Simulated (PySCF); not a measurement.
**BN (boron nitride): levels of theory compared**

We compute a comparison of 6 runs (UBLYP/STO-3G, UBLYP/3-21G, UBLYP/6-31G*, UBLYP/6-31+G*, UBLYP/6-311+G**, UBLYP/6-311++G(3df,3pd)) of BN (boron nitride). 

The results are computed with PySCF 2.14.0.

1 further run of the same task is left out (set aside as unsound or not needed).

## Step 1: The system as given

BN has 2 atoms, charge 0, and is taken as a triplet. As SMILES, `B#N`. The coordinates come from a PBE0-D4/def2-TZVP relaxation.

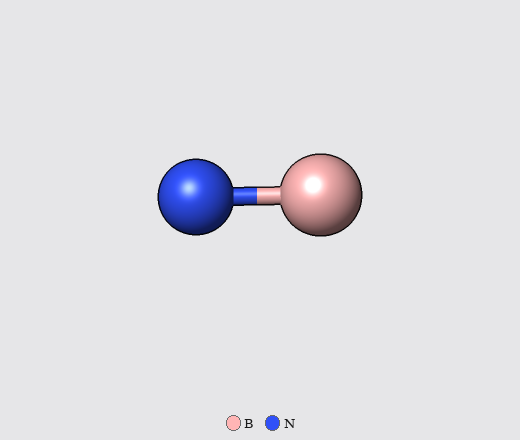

The structure, seen from a chosen angle (boron pink, nitrogen blue).

## Step 2: The energy at UBLYP/STO-3G (run 1)

Input file start.xyz:

```xyz
2
BN
B      0.000000     0.000000    -0.023520
N      0.000000     0.000000     1.291950
```

Input file input.py:

```python
from pyscf import gto, dft

mol = gto.M(
    atom='start.xyz',
    spin=2,
    charge=0,
    verbose=4,
    max_memory=1860,
    basis='sto-3g',
)

myscf = dft.UKS(mol)
myscf.xc = 'blyp'
myscf.conv_tol = 1e-10
myscf.grids.level = 4
myscf.kernel()
if not myscf.converged:
    myscf = myscf.newton().run(myscf.mo_coeff, myscf.mo_occ)

e_final = myscf.e_tot
print('E = %.10f Eh' % e_final)
```

Run with:

```sh
$ OMP_NUM_THREADS=1 python input.py
```

The program printed:

```text
PySCF version 2.14.0

[... 52 lines left out ...]
WARN: beta  nocc = 5  HOMO -0.246763629895947 >= LUMO -0.246763629895946
[... 1 line left out ...]
WARN: HOMO -0.143498448178096 >= LUMO -0.246763629895946
[... 5 lines left out ...]
WARN: HOMO -0.0630453560093388 >= LUMO -0.111483469761406
[... 34 lines left out ...]
converged SCF energy = -78.3343834209564  <S^2> = 2.0010442  2S+1 = 3.000696
E = -78.3343834210 Eh
```

It took 1.4 s on 1 thread of Arm Neoverse V1, shared host; peak memory 0.14 GiB.

## Step 3: The energy at UBLYP/3-21G (run 2)

Input file mol.xyz:

```xyz
2
BN
B      0.000000     0.000000    -0.023520
N      0.000000     0.000000     1.291950
```

Input file run.py:

```python
# boron nitride
from pyscf import gto, dft

mol = gto.Mole()
mol.atom = 'mol.xyz'
mol.verbose = 3
mol.spin = 2
mol.basis = '3-21g'
mol.max_memory = 1860
mol.build()

mf = dft.UKS(mol)
mf.xc = 'blyp'
mf.grids.level = 4
mf.conv_tol = 1e-10
mf.kernel()
if not mf.converged:
    mf = mf.newton().run(mf.mo_coeff, mf.mo_occ)

etot = mf.e_tot
print('Final energy', etot)
```

Run with:

```sh
$ OMP_NUM_THREADS=1 python run.py
```

The program printed:

```text
WARN: HOMO -0.221576004445039 >= LUMO -0.296963677426755

WARN: HOMO -0.209624683119067 >= LUMO -0.213787721219287

converged SCF energy = -78.9509595032618  <S^2> = 2.0008278  2S+1 = 3.0005518
Final energy -78.95095950326179
```

Run time: 1.6 s. Hardware: 1 thread of Arm Neoverse V1, shared host; peak memory 0.16 GiB.

Runs 3 to 5 aren't shown in full; the table further down has their settings and results.

## Step 4: The energy at UBLYP/6-311++G(3df,3pd) (run 6)

Input file input.py:

```python
from pyscf import gto, dft

mol = gto.Mole()
mol.atom = '''
B      0.000000     0.000000    -0.023520
N      0.000000     0.000000     1.291950
'''
mol.max_memory = 1860
mol.basis = '6-311++g(3df,3pd)'
mol.verbose = 3
mol.spin = 2
mol.build()

myscf = dft.UKS(mol, xc='blyp')
myscf.conv_tol = 1e-10
myscf.grids.level = 4
myscf.kernel()
if not myscf.converged:
    myscf = myscf.newton().run(myscf.mo_coeff, myscf.mo_occ)

etot = myscf.e_tot
print('Final energy', etot)
```

Run with:

```sh
$ OMP_NUM_THREADS=1 python input.py
```

The program printed:

```text
WARN: HOMO -0.22804358273223 >= LUMO -0.308150070492443

converged SCF energy = -79.4256768878119  <S^2> = 2.0028151  2S+1 = 3.0018762
Final energy -79.42567688781187
```

It took 5.4 s on 1 thread of Arm Neoverse V1, shared host; peak memory 0.32 GiB.

## Step 5: All runs side by side

| run | level | energy (Eh) | dipole moment (D) | HOMO energy (eV) | LUMO energy (eV) | wall time |
| --- | --- | --- | --- | --- | --- | --- |
| 1 | UBLYP/STO-3G | -78.334383 | 1.37 | -4.31 | -3.89 | 1.4 s |
| 2 | UBLYP/3-21G | -78.950960 | 1.23 | -7.08 | -6.62 | 1.6 s |
| 3 | UBLYP/6-31G* (spherical functions) | -79.393307 | 1.61 | -6.89 | -6.37 | 2.1 s |
| 4 | UBLYP/6-31+G* (spherical functions) | -79.401755 | 1.90 | -7.30 | -6.79 | 2.5 s |
| 5 | UBLYP/6-311+G** | -79.421713 | 1.91 | -7.33 | -6.82 | 2.8 s |
| 6 | UBLYP/6-311++G(3df,3pd) | -79.425677 | 1.88 | -7.34 | -6.78 | 5.4 s |

## Step 6: Outcome

| quantity | value |
| --- | --- |
| run 6: total energy | -79.42568 Eh |
| run 6: dipole moment | 1.88 D |
| run 6: HOMO energy (highest over α and β) | -7.34 eV |
| run 6: LUMO energy (lowest over α and β) | -6.78 eV |
| run 6: ⟨S²⟩ | 2.003 |

In words: The dipole moment (its size) runs from 1.23 D (UBLYP/3-21G) to 1.91 D (UBLYP/6-311+G**). In run 1 the basis is minimal, so the values are rough. All runs together took 16 s, the longest 5.4 s.
